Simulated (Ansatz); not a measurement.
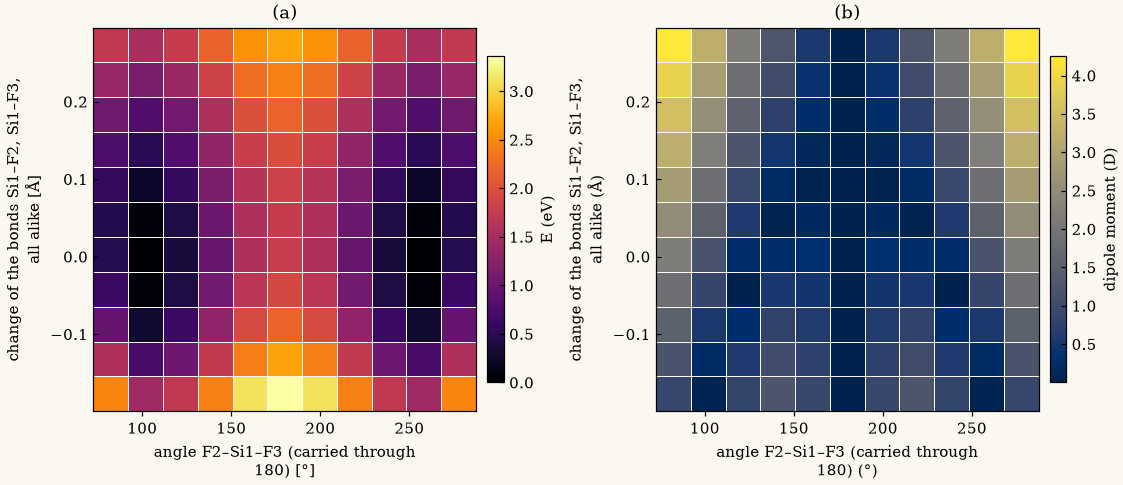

SiF2. First axis: angle F2–Si1–F3 (carried through 180). Second axis: change of the bonds Si1–F2, Si1–F3, all alike. Nothing is relaxed (all other coordinates rigid). The scan uses an 11 × 11 grid; 66 points were computed and 55 follow by symmetry. Points are written as (first, second). All energies are given in eV relative to the lowest grid point. Theory: RKS wB97M-V/def2-TZVP in Ansatz 0.2.0.

Panel (a) is the energy and panel (b) the computed dipole moment on the same grid.

In the figure: one coloured cell a grid point.

Question: How does the dipole moment vary over the map, and what is it at the lowest grid point?

Answer: Leaving out the highest fifth of the energies, it runs from 0.00 D at (180.0°, −0.042 Å) to 4.25 D at (82.4°, 0.273 Å). At the lowest grid point, (102.0°, 0.003 Å), it is 1.18 D.

| second ↓, first → | 82.4 | 102.0 | 121.5 | 141.0 | 160.5 | 180.0 | 199.5 | 219.0 | 238.5 | 258.0 | 277.6 |
| --- | --- | --- | --- | --- | --- | --- | --- | --- | --- | --- | --- |
| 0.273 | 4.25 | 3.21 | 2.17 | 1.26 | 0.56 | 0.00 | 0.56 | 1.26 | 2.17 | 3.21 | 4.25 |
| 0.228 | 3.90 | 2.87 | 1.86 | 1.01 | 0.42 | 0.00 | 0.42 | 1.01 | 1.86 | 2.87 | 3.90 |
| 0.183 | 3.55 | 2.53 | 1.54 | 0.76 | 0.28 | 0.00 | 0.28 | 0.76 | 1.54 | 2.53 | 3.55 |
| 0.138 | 3.20 | 2.19 | 1.23 | 0.50 | 0.13 | 0.00 | 0.13 | 0.50 | 1.23 | 2.19 | 3.20 |
| 0.093 | 2.85 | 1.85 | 0.91 | 0.23 | 0.02 | 0.00 | 0.02 | 0.23 | 0.91 | 1.85 | 2.85 |
| 0.048 | 2.50 | 1.51 | 0.60 | 0.03 | 0.18 | 0.00 | 0.18 | 0.03 | 0.60 | 1.51 | 2.50 |
| 0.003 | 2.16 | 1.18 | 0.29 | 0.29 | 0.33 | 0.00 | 0.33 | 0.29 | 0.29 | 1.18 | 2.16 |
| −0.042 | 1.83 | 0.86 | 0.01 | 0.54 | 0.48 | 0.00 | 0.48 | 0.54 | 0.01 | 0.86 | 1.83 |
| −0.087 | 1.50 | 0.55 | 0.30 | 0.78 | 0.62 | 0.00 | 0.62 | 0.78 | 0.30 | 0.55 | 1.50 |
| −0.132 | 1.18 | 0.25 | 0.57 | 1.01 | 0.76 | 0.00 | 0.76 | 1.01 | 0.57 | 0.25 | 1.18 |
| −0.177 | 0.87 | 0.04 | 0.83 | 1.22 | 0.88 | 0.00 | 0.88 | 1.22 | 0.83 | 0.04 | 0.87 |
